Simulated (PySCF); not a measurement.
## Electronic structure of C₅H₁₀FO₂PSi in real space

Input file:

```
{"job": {"kind": "nmr", "xc": "PBE0", "basis": "pcSseg-1"}, "charge": 0, "multiplicity": 1}
C      2.873258     0.064505     0.988341
O      1.710794    -0.638040     0.557575
C      1.212081    -0.350564    -0.640910
O      1.656800     0.451044    -1.416400
P     -0.232058    -1.488391    -0.911056
C     -1.116204    -0.397796    -2.150699
C     -1.666610     0.476905    -1.025065
F     -2.983983     0.842390    -1.192842
C     -1.449830    -0.500308     0.133809
Si    -0.983534     0.212050     1.838341
H      3.468218     0.364532     0.124316
H      2.575920     0.949389     1.553064
H      3.434944    -0.614428     1.625765
H     -0.483914     0.100447    -2.884144
H     -1.914549    -0.943885    -2.652952
H     -1.106899     1.411164    -0.909692
H     -2.340378    -1.131277     0.221745
H     -0.334070    -0.827030     2.630937
H     -2.222297     0.663289     2.471661
H     -0.102837     1.366681     1.635168
```

Launched as:

```sh
OMP_NUM_THREADS=1 python probes_run.py task.json out
```

Geometry: GFN2-xTB.

Level of theory: PBE0/pcSseg-1, SCF density, gas phase, non-relativistic in PySCF.

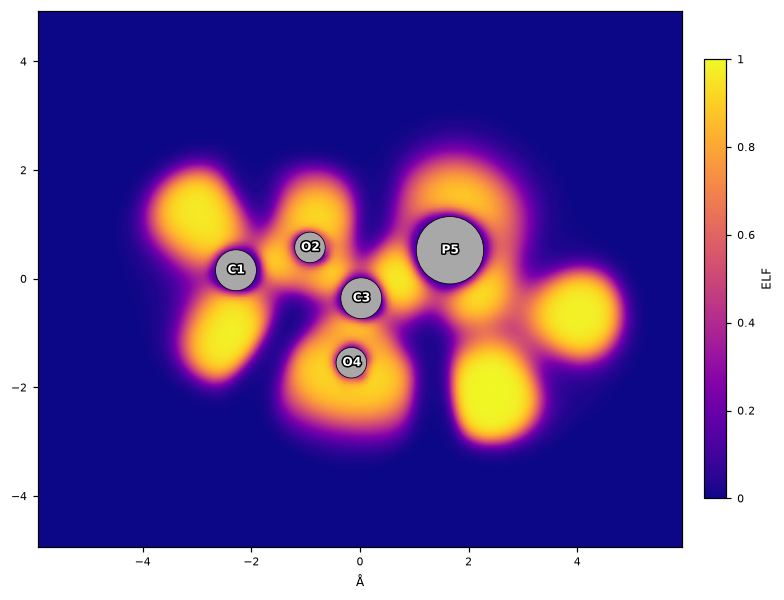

Figure 1. Electron localisation function on the plane of atoms C1, O2 and C3. Grey discs cover the atomic cores.

Question: Interpret the plot.

Answer: The plane passes through C, O and P nuclei.
C–O (1.20 Å): the ELF peaks at about 0.85 between the atoms (a short, multiple covalent bond).
C–P (1.86 Å): the ELF peaks at about 0.95 between the atoms, as expected for a covalent bond.
C–O (1.33 Å): the ELF peaks at about 0.90 between the atoms, as expected for a polar covalent bond.
The ELF also peaks beside O4, O2 and P5, away from the bonds: lone-pair regions.

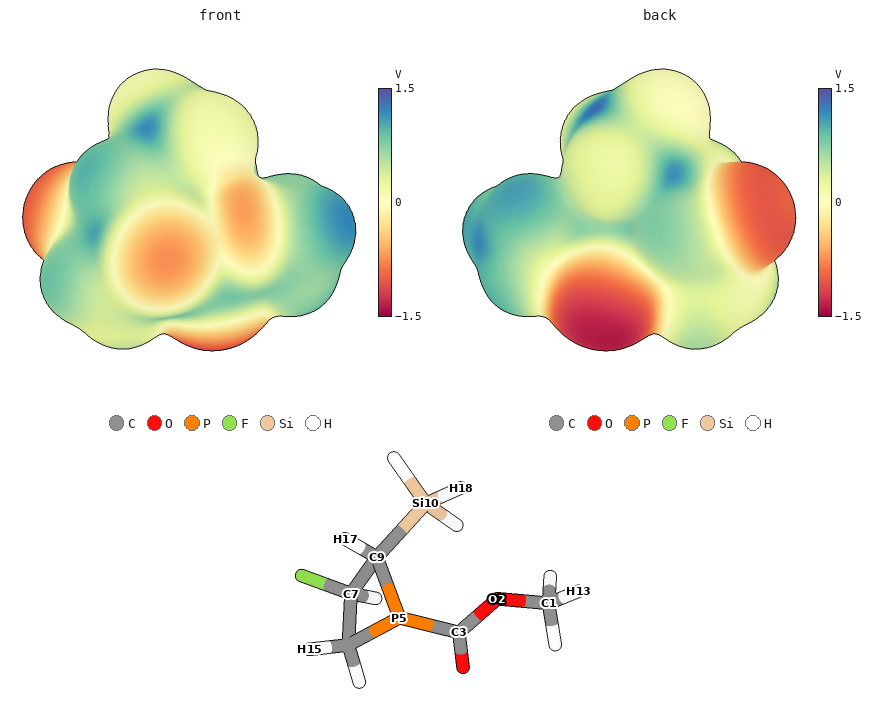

Figure 2. The electrostatic potential painted on the density surface at 0.002 e/bohr³, seen from the front and from behind; the colour scale runs from red (negative) to blue (positive). The bare structure is drawn below in the same view.

Question: Which sites attract a positive test charge, and which a negative one?

Answer: A positive charge is drawn to the negative regions and a negative charge to the positive ones. The most negative region (about −1.4 V) lies over O4, the most positive (about +1.2 V) over C1, Si10 and H13. O4 is the likeliest acceptor of a hydrogen bond.

Question: What dipole moment does the calculation give?

Answer: Its dipole moment is 2.30 D.
